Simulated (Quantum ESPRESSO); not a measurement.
**Magnetic state of CoSn from several starts**

Aim: find out which collinear order of CoSn costs least.

Program: Quantum ESPRESSO 7.5. Level of theory: PBE; plane waves with GBRV 1.5 PBE potentials, no spin-orbit coupling. Results are calculated unless marked as measured.

**1. The structure**

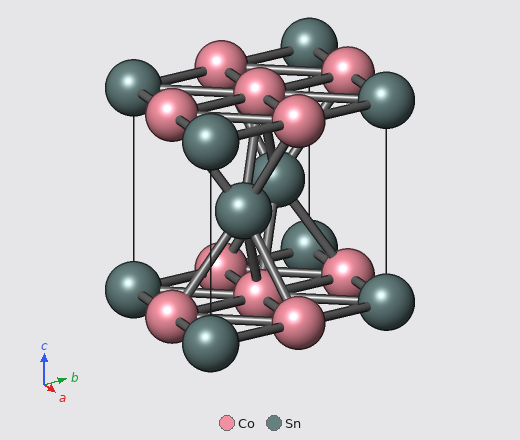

Start, viewed slightly off an axis; cobalt pink, tin teal. Some periodic images of atoms are drawn too.

The cell comes from Materials Project 2023-11-01, a database of computed structures, and need not be the stable phase.

**2. Run 1 (ferro +++)**

The signs are those of the starting moments on the seeded atoms, the atoms that are given a moment.

The input, pw.in:

```
&CONTROL
  calculation = 'scf'
  prefix = 'pwscf'
  outdir = './tmp'
  pseudo_dir = './pseudo'
  disk_io = 'nowf'
/
&SYSTEM
  ibrav = 0
  celldm(1) = 8
  nat = 6
  ntyp = 2
  ecutwfc = 40
  ecutrho = 280
  nbnd = 62
  occupations = 'smearing'
  smearing = 'fd'
  degauss = 0.00367493
  nspin = 2
  starting_magnetization(1) = 0.1176
  starting_magnetization(2) = 0
/
&ELECTRONS
  conv_thr = 1.2d-08
  electron_maxstep = 150
  mixing_beta = 0.3
/
ATOMIC_SPECIES
Co     58.9332 co_pbe_v1.2.uspp.F.UPF
Sn    118.7100 sn_pbe_v1.4.uspp.F.UPF
CELL_PARAMETERS alat
   1.2391973377520    0.0000000000000    0.0000000000000
  -0.6195986688760    1.0731763748025    0.0000000000000
   0.0000000000000    0.0000000000000    0.9891748486424
ATOMIC_POSITIONS crystal
Co      0.0000000000    0.5000000000    0.0000000000
Co      0.5000000000    0.5000000000    0.0000000000
Co      0.5000000000    0.0000000000    0.0000000000
Sn      0.6666666700    0.3333333300    0.5000000000
Sn      0.3333333300    0.6666666700    0.5000000000
Sn      0.0000000000    0.0000000000    0.0000000000
K_POINTS automatic
8 8 8 0 0 0
```

Launch:

```
OMP_NUM_THREADS=1 mpirun -n 4 pw.x -nk 4 -in pw.in > pw.out
```

What it wrote:

```text
Program PWSCF v.7.5 starts

     Message from routine setup:
     using ibrav=0 with symmetry is DISCOURAGED, use correct ibrav instead

     K-points division:     npool     =       4
     Subspace diagonalization in iterative solution of the eigenvalue problem:

     G-vector sticks info
     --------------------
     sticks:   dense  smooth     PW     G-vecs:    dense   smooth      PW
     Sum        1891    1069    313                53269    23023    3689

     Using Slab Decomposition

     bravais-lattice index     =            0
     lattice parameter (alat)  =       8.0000  a.u.
     unit-cell volume          =     673.5264 (a.u.)^3
     number of atoms/cell      =            6
     number of atomic types    =            2
     number of electrons       =        93.00
     number of Kohn-Sham states=           62
     kinetic-energy cutoff     =      40.0000  Ry
     charge density cutoff     =     280.0000  Ry
     scf convergence threshold =      1.2E-08
     mixing beta               =       0.3000
     number of iterations used =            8  plain     mixing
     Exchange-correlation=  SLA  PW   PBX  PBC
                           (   1   4   3   4   0   0   0)

     celldm(1)=   8.000000  celldm(2)=   0.000000  celldm(3)=   0.000000
     celldm(4)=   0.000000  celldm(5)=   0.000000  celldm(6)=   0.000000

     crystal axes: (cart. coord. in units of alat)
               a(1) = (   1.239197   0.000000   0.000000 )
               a(2) = (  -0.619599   1.073176   0.000000 )
               a(3) = (   0.000000   0.000000   0.989175 )

     reciprocal axes: (cart. coord. in units 2 pi/alat)
               b(1) = (  0.806974  0.465907 -0.000000 )
               b(2) = (  0.000000  0.931813  0.000000 )
               b(3) = (  0.000000 -0.000000  1.010944 )

     PseudoPot. # 1 for Co read from file:
     co_pbe_v1.2.uspp.F.UPF
     Pseudo is Ultrasoft + core correction, Zval = 17.0
     Generated by new atomic code, or converted to UPF format
     Using radial grid of  863 points,  6 beta functions with:
                l(1) =   0
                l(2) =   0
                l(3) =   1
                l(4) =   1
                l(5) =   2
                l(6) =   2
     Q(r) pseudized with  8 coefficients,  rinner =    1.200   1.200   1.200
                                                       1.200   1.200

     PseudoPot. # 2 for Sn read from file:
     sn_pbe_v1.4.uspp.F.UPF
     Pseudo is Ultrasoft + core correction, Zval = 14.0
     Generated by new atomic code, or converted to UPF format
     Using radial grid of  891 points,  6 beta functions with:
                l(1) =   0
                l(2) =   0
                l(3) =   1
                l(4) =   1
                l(5) =   2
                l(6) =   2
     Q(r) pseudized with  8 coefficients,  rinner =    1.350   1.350   1.350
                                                       1.350   1.350

     atomic species   valence    mass     pseudopotential
     Co               17.00    58.93320     Co( 1.00)
     Sn               14.00   118.71000     Sn( 1.00)

     Starting magnetic structure
     atomic species   magnetization
     Co              0.118
     Sn              0.000

     24 Sym. Ops., with inversion, found

   Cartesian axes

     site n.     atom                  positions (alat units)
         1        Co     tau(   1) = (  -0.3097993   0.5365882   0.0000000  )
         2        Co     tau(   2) = (   0.3097993   0.5365882   0.0000000  )
         3        Co     tau(   3) = (   0.6195987   0.0000000   0.0000000  )
         4        Sn     tau(   4) = (   0.6195987   0.3577255   0.4945874  )
         5        Sn     tau(   5) = (  -0.0000000   0.7154509   0.4945874  )
         6        Sn     tau(   6) = (   0.0000000   0.0000000   0.0000000  )

     number of k points=    50  Fermi-Dirac smearing, width (Ry)=  0.0037
                       cart. coord. in units 2pi/alat
        k(    1) = (   0.0000000   0.0000000   0.0000000), wk =   0.0019531
        k(    2) = (   0.0000000   0.0000000   0.1263680), wk =   0.0039062
        k(    3) = (   0.0000000   0.0000000   0.2527359), wk =   0.0039062
        k(    4) = (   0.0000000   0.0000000   0.3791039), wk =   0.0039062
        k(    5) = (   0.0000000   0.0000000  -0.5054718), wk =   0.0019531
        [... 45 further k-points ...]

     Dense  grid:    53269 G-vectors     FFT dimensions: (  54,  54,  45)

     Smooth grid:    23023 G-vectors     FFT dimensions: (  40,  40,  32)

     Check: negative core charge=   -0.000020
     Generating pointlists ...
     new r_m :   0.2518 (alat units)  2.0143 (a.u.) for type    1
     new r_m :   0.2518 (alat units)  2.0143 (a.u.) for type    2

     Initial potential from superposition of free atoms

     starting charge      86.9998, renormalised to      93.0000
     Starting wfcs are   66 randomized atomic wfcs

     Self-consistent Calculation

     iteration #  1     ecut=    40.00 Ry     beta= 0.30
     Davidson diagonalization with overlap
     ethr =  1.00E-02,  avg # of iterations =  6.9

     total energy              =   -1351.33909610 Ry
     estimated scf accuracy    <      67.44034595 Ry

     total magnetization       =     2.26 Bohr mag/cell
     absolute magnetization    =     2.43 Bohr mag/cell

     iteration #  2     ecut=    40.00 Ry     beta= 0.30
     Davidson diagonalization with overlap
     ethr =  1.00E-02,  avg # of iterations =  3.0

     total energy              =   -1371.32032037 Ry
     estimated scf accuracy    <      47.49900265 Ry

     total magnetization       =     0.27 Bohr mag/cell
     absolute magnetization    =     0.33 Bohr mag/cell

     iteration #  3     ecut=    40.00 Ry     beta= 0.30
     Davidson diagonalization with overlap
     ethr =  1.00E-02,  avg # of iterations =  2.0

     total energy              =   -1371.67171847 Ry
     estimated scf accuracy    <       6.41558174 Ry

     total magnetization       =     0.90 Bohr mag/cell
     absolute magnetization    =     1.24 Bohr mag/cell

     [... further iterations left out ...]

     iteration # 15     ecut=    40.00 Ry     beta= 0.30
     Davidson diagonalization with overlap
     ethr =  1.13E-08,  avg # of iterations =  2.1

     total energy              =   -1373.20796521 Ry
     estimated scf accuracy    <       0.00000144 Ry

     total magnetization       =     0.00 Bohr mag/cell
     absolute magnetization    =     0.00 Bohr mag/cell

     iteration # 16     ecut=    40.00 Ry     beta= 0.30
     Davidson diagonalization with overlap
     ethr =  1.54E-09,  avg # of iterations =  2.5

     total energy              =   -1373.20796559 Ry
     estimated scf accuracy    <       0.00000012 Ry

     total magnetization       =     0.00 Bohr mag/cell
     absolute magnetization    =     0.00 Bohr mag/cell

     iteration # 17     ecut=    40.00 Ry     beta= 0.30
     Davidson diagonalization with overlap
     ethr =  1.28E-10,  avg # of iterations =  4.0

     total energy              =   -1373.20796564 Ry
     estimated scf accuracy    <       0.00000002 Ry

     total magnetization       =     0.00 Bohr mag/cell
     absolute magnetization    =     0.00 Bohr mag/cell

     iteration # 18     ecut=    40.00 Ry     beta= 0.30
     Davidson diagonalization with overlap
     ethr =  1.94E-11,  avg # of iterations =  2.5

     Magnetic moment per site  (integrated on atomic sphere of radius R)
     atom   1 (R=0.252)  charge= 15.9199  magn=  0.0000
     atom   2 (R=0.252)  charge= 15.9199  magn=  0.0000
     atom   3 (R=0.252)  charge= 15.9199  magn=  0.0000
     atom   4 (R=0.252)  charge= 11.2385  magn= -0.0000
     atom   5 (R=0.252)  charge= 11.2385  magn= -0.0000
     atom   6 (R=0.252)  charge= 11.1755  magn= -0.0000

     End of self-consistent calculation

     Number of k-points >= 100: set verbosity='high' to print the bands.

     the Fermi energy is    15.1062 ev

!    total energy              =   -1373.20796565 Ry
     estimated scf accuracy    <          3.9E-09 Ry
     smearing contrib. (-TS)   =      -0.00184550 Ry
     internal energy E=F+TS    =   -1373.20612015 Ry

     The total energy is F=E-TS. E is the sum of the following terms:
     one-electron contribution =    -793.05437722 Ry
     hartree contribution      =     461.91831988 Ry
     xc contribution           =    -227.59952133 Ry
     ewald contribution        =    -814.47054149 Ry

     total magnetization       =     0.00 Bohr mag/cell
     absolute magnetization    =     0.00 Bohr mag/cell

     convergence has been achieved in  18 iterations

=------------------------------------------------------------------------------=
   JOB DONE.
=------------------------------------------------------------------------------=
```

The job ended after 2.4 min (4 MPI ranks of Arm Neoverse V1, shared host; peak memory 0.76 GiB).

The spin moment in the atom's sphere vanishes on all atoms.

Read from the output:

```
smearing term TS       : 0.02511 eV
magnetization          : 0 μB
absolute magnetization : 0 μB
final state            : non-magnetic
```

**3. Start 2: antiferro q=(0,0,1/2) +−+−+−**

This order needs a doubled cell of 12 atoms. The wavevector q is in fractions of the reciprocal vectors of the crystal's primitive cell, as the cells of these inputs are built from it; moments change sign between cells as cos(2π q·R).

The input, pw.in:

```
&CONTROL
  calculation = 'scf'
  prefix = 'pwscf'
  outdir = './tmp'
  pseudo_dir = './pseudo'
  disk_io = 'nowf'
/
&SYSTEM
  ibrav = 0
  celldm(1) = 8
  nat = 12
  ntyp = 3
  ecutwfc = 40
  ecutrho = 280
  nbnd = 113
  occupations = 'smearing'
  smearing = 'fd'
  degauss = 0.00367493
  nspin = 2
  starting_magnetization(1) = 0.1176
  starting_magnetization(2) = -0.1176
  starting_magnetization(3) = 0
/
&ELECTRONS
  conv_thr = 2.4d-08
  electron_maxstep = 150
  mixing_beta = 0.3
/
ATOMIC_SPECIES
Co1    58.9332 co_pbe_v1.2.uspp.F.UPF
Co2    58.9332 co_pbe_v1.2.uspp.F.UPF
Sn    118.7100 sn_pbe_v1.4.uspp.F.UPF
CELL_PARAMETERS alat
   1.2391973377520    0.0000000000000    0.0000000000000
  -0.6195986688760    1.0731763748025    0.0000000000000
   0.0000000000000    0.0000000000000    1.9783496972849
ATOMIC_POSITIONS crystal
Co1     0.0000000000    0.5000000000    0.0000000000
Co2     0.0000000000    0.5000000000    0.5000000000
Co1     0.5000000000    0.5000000000    0.0000000000
Co2     0.5000000000    0.5000000000    0.5000000000
Co1     0.5000000000    0.0000000000    0.0000000000
Co2     0.5000000000    0.0000000000    0.5000000000
Sn      0.6666666700    0.3333333300    0.2500000000
Sn      0.6666666700    0.3333333300    0.7500000000
Sn      0.3333333300    0.6666666700    0.2500000000
Sn      0.3333333300    0.6666666700    0.7500000000
Sn      0.0000000000    0.0000000000    0.0000000000
Sn      0.0000000000    0.0000000000    0.5000000000
K_POINTS automatic
8 8 4 0 0 0
```

What it wrote:

```text
[banner, memory and clock lines left out]
Program PWSCF v.7.5 starts

     Message from routine setup:
     using ibrav=0 with symmetry is DISCOURAGED, use correct ibrav instead

     bravais-lattice index     =            0
     lattice parameter (alat)  =       8.0000  a.u.
     unit-cell volume          =    1347.0527 (a.u.)^3
     number of atoms/cell      =           12
     number of atomic types    =            3
     number of electrons       =       186.00
     number of Kohn-Sham states=          113
     kinetic-energy cutoff     =      40.0000  Ry
     charge density cutoff     =     280.0000  Ry
     scf convergence threshold =      2.4E-08
     mixing beta               =       0.3000
     number of iterations used =            8  plain     mixing
     Exchange-correlation=  SLA  PW   PBX  PBC
                           (   1   4   3   4   0   0   0)

     celldm(1)=   8.000000  celldm(2)=   0.000000  celldm(3)=   0.000000
     celldm(4)=   0.000000  celldm(5)=   0.000000  celldm(6)=   0.000000

     crystal axes: (cart. coord. in units of alat)
               a(1) = (   1.239197   0.000000   0.000000 )
               a(2) = (  -0.619599   1.073176   0.000000 )
               a(3) = (   0.000000   0.000000   1.978350 )

     reciprocal axes: (cart. coord. in units 2 pi/alat)
               b(1) = (  0.806974  0.465907 -0.000000 )
               b(2) = (  0.000000  0.931813  0.000000 )
               b(3) = (  0.000000 -0.000000  0.505472 )

     PseudoPot. # 1 for Co read from file:
     co_pbe_v1.2.uspp.F.UPF
     Pseudo is Ultrasoft + core correction, Zval = 17.0

     PseudoPot. # 2 for Co read from file:
     co_pbe_v1.2.uspp.F.UPF
     Pseudo is Ultrasoft + core correction, Zval = 17.0

     PseudoPot. # 3 for Sn read from file:
     sn_pbe_v1.4.uspp.F.UPF
     Pseudo is Ultrasoft + core correction, Zval = 14.0

     atomic species   valence    mass     pseudopotential
     Co1              17.00    58.93320     Co( 1.00)
     Co2              17.00    58.93320     Co( 1.00)
     Sn               14.00   118.71000     Sn( 1.00)

     Starting magnetic structure
     atomic species   magnetization
     Co1             0.118
     Co2            -0.118
     Sn              0.000

     24 Sym. Ops., with inversion, found

   Cartesian axes

     site n.     atom                  positions (alat units)
         1        Co1    tau(   1) = (  -0.3097993   0.5365882   0.0000000  )
         2        Co2    tau(   2) = (  -0.3097993   0.5365882   0.9891748  )
         3        Co1    tau(   3) = (   0.3097993   0.5365882   0.0000000  )
         4        Co2    tau(   4) = (   0.3097993   0.5365882   0.9891748  )
         5        Co1    tau(   5) = (   0.6195987   0.0000000   0.0000000  )
         6        Co2    tau(   6) = (   0.6195987   0.0000000   0.9891748  )
         7        Sn     tau(   7) = (   0.6195987   0.3577255   0.4945874  )
         8        Sn     tau(   8) = (   0.6195987   0.3577255   1.4837623  )
         9        Sn     tau(   9) = (  -0.0000000   0.7154509   0.4945874  )
        10        Sn     tau(  10) = (  -0.0000000   0.7154509   1.4837623  )
        11        Sn     tau(  11) = (   0.0000000   0.0000000   0.0000000  )
        12        Sn     tau(  12) = (   0.0000000   0.0000000   0.9891748  )

     number of k points=    30  Fermi-Dirac smearing, width (Ry)=  0.0037
                       cart. coord. in units 2pi/alat
        k(    1) = (   0.0000000   0.0000000   0.0000000), wk =   0.0039062
        k(    2) = (   0.0000000   0.0000000   0.1263680), wk =   0.0078125
        k(    3) = (   0.0000000   0.0000000  -0.2527359), wk =   0.0039062
        k(    4) = (   0.0000000   0.1164767   0.0000000), wk =   0.0234375
        k(    5) = (   0.0000000   0.1164767   0.1263680), wk =   0.0468750
        [... 25 further k-points ...]

     Dense  grid:   106615 G-vectors     FFT dimensions: (  54,  54,  90)

     Smooth grid:    46011 G-vectors     FFT dimensions: (  40,  40,  64)

     Check: negative core charge=   -0.000020
     Generating pointlists ...
     new r_m :   0.2518 (alat units)  2.0143 (a.u.) for type    1
     new r_m :   0.2518 (alat units)  2.0143 (a.u.) for type    2
     new r_m :   0.2518 (alat units)  2.0143 (a.u.) for type    3

     Initial potential from superposition of free atoms

     starting charge     173.9997, renormalised to     186.0000
     Starting wfcs are  132 randomized atomic wfcs

     Self-consistent Calculation

     iteration #  1     ecut=    40.00 Ry     beta= 0.30
     Davidson diagonalization with overlap
     ethr =  1.00E-02,  avg # of iterations =  5.8

     total energy              =   -2704.15500302 Ry
     estimated scf accuracy    <     131.50431459 Ry

     total magnetization       =    -0.00 Bohr mag/cell
     absolute magnetization    =     5.18 Bohr mag/cell

     iteration #  2     ecut=    40.00 Ry     beta= 0.30
     Davidson diagonalization with overlap
     ethr =  1.00E-02,  avg # of iterations =  3.3

     total energy              =   -2742.33228985 Ry
     estimated scf accuracy    <      93.67601724 Ry

     total magnetization       =    -0.00 Bohr mag/cell
     absolute magnetization    =     0.76 Bohr mag/cell

     [... further iterations left out ...]

     iteration # 20     ecut=    40.00 Ry     beta= 0.30
     Davidson diagonalization with overlap
     ethr =  4.20E-11,  avg # of iterations =  3.2

     total energy              =   -2746.41593128 Ry
     estimated scf accuracy    <       0.00000003 Ry

     total magnetization       =     0.00 Bohr mag/cell
     absolute magnetization    =     0.00 Bohr mag/cell

     iteration # 21     ecut=    40.00 Ry     beta= 0.30
     Davidson diagonalization with overlap
     ethr =  1.44E-11,  avg # of iterations =  2.0

     Magnetic moment per site  (integrated on atomic sphere of radius R)
     atom   1 (R=0.252)  charge= 15.9199  magn=  0.0002
     atom   2 (R=0.252)  charge= 15.9199  magn=  0.0002
     atom   3 (R=0.252)  charge= 15.9199  magn=  0.0002
     atom   4 (R=0.252)  charge= 15.9199  magn=  0.0002
     atom   5 (R=0.252)  charge= 15.9199  magn=  0.0002
     atom   6 (R=0.252)  charge= 15.9199  magn=  0.0002
     atom   7 (R=0.252)  charge= 11.2385  magn= -0.0000
     atom   8 (R=0.252)  charge= 11.2385  magn= -0.0000
     atom   9 (R=0.252)  charge= 11.2385  magn= -0.0000
     atom  10 (R=0.252)  charge= 11.2385  magn= -0.0000
     atom  11 (R=0.252)  charge= 11.1755  magn= -0.0000
     atom  12 (R=0.252)  charge= 11.1755  magn= -0.0000

     End of self-consistent calculation

     [... lines left out ...]
     the Fermi energy is    15.1062 ev

!    total energy              =   -2746.41593130 Ry
     estimated scf accuracy    <       0.00000002 Ry
     smearing contrib. (-TS)   =      -0.00369060 Ry
     internal energy E=F+TS    =   -2746.41224069 Ry

     The total energy is F=E-TS. E is the sum of the following terms:
     one-electron contribution =   -1586.11154384 Ry
     hartree contribution      =     923.83978963 Ry
     xc contribution           =    -455.19940352 Ry
     ewald contribution        =   -1628.94108296 Ry

     total magnetization       =     0.00 Bohr mag/cell
     absolute magnetization    =     0.00 Bohr mag/cell

     convergence has been achieved in  21 iterations
```

Run time: 8.9 min. Hardware: 4 MPI ranks; peak memory 1.5 GiB.

Spin moment in the atom's sphere by atom:

| atom | spin moment in the atom's sphere (μB) |
| --- | --- |
| Co1 | 0.0002 |
| Co2 | 0.0002 |
| Co3 | 0.0002 |
| Co4 | 0.0002 |
| Co5 | 0.0002 |
| Co6 | 0.0002 |
| Sn7 | 0.0000 |
| Sn8 | 0.0000 |
| Sn9 | 0.0000 |
| Sn10 | 0.0000 |
| Sn11 | 0.0000 |
| Sn12 | 0.0000 |

Numbers from this step:

- smearing term TS: 0.05021 eV
- magnetization: 0 μB
- absolute magnetization: 0 μB
- final state: non-magnetic

(Part 1 of 2 ends here.)

[Logs and program files are shortened in this print: banners, set-up blocks, solver, clock and traceback lines can be left out without a mark of their own.]

[Logs are printed without paths, hosts, clocks, repeated set-up lines and the standing remarks that a program may print on its own settings, such as how far it seeks lower states.]

[Hosts, paths, dates, database ids (printed as entryN), source tags and the programs' standing remarks are cut or masked in the printed files.]

[Where a cell is said to come from a database of computed structures, the database is the Materials Project.]
